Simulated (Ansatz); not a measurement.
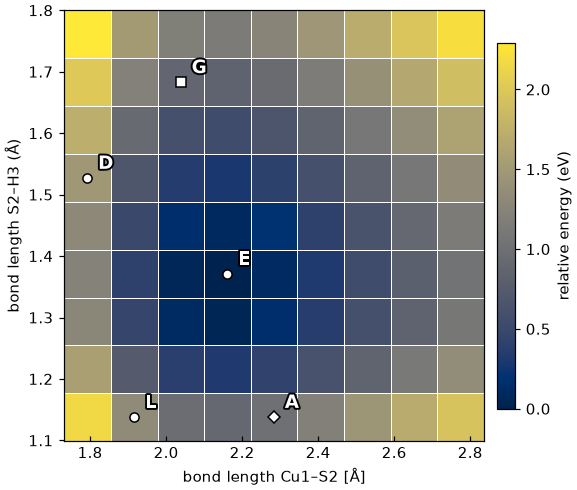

Cu(SH)2, spin multiplicity 2. Coordinates scanned: (1) bond length Cu1–S2; (2) bond length S2–H3. Nothing is relaxed (all other coordinates rigid). Grid: 9 × 9 points. Points are written as (first, second). Energies: eV, counted from the lowest grid point. Level of theory: UKS PBE0-D4/def2-SVP (Ansatz).

Drawn: one coloured cell a grid point, lettered points.

> Rank the lettered points by energy, lowest first.

E (0.00 eV), G (0.88 eV), A (1.01 eV), L (1.33 eV), D (1.49 eV).

> What kind of point is each of E, G: minimum, saddle, maximum or slope?

E: minimum; G: on a slope. (In these two coordinates alone; a stationary point may lie a little off the grid point.)
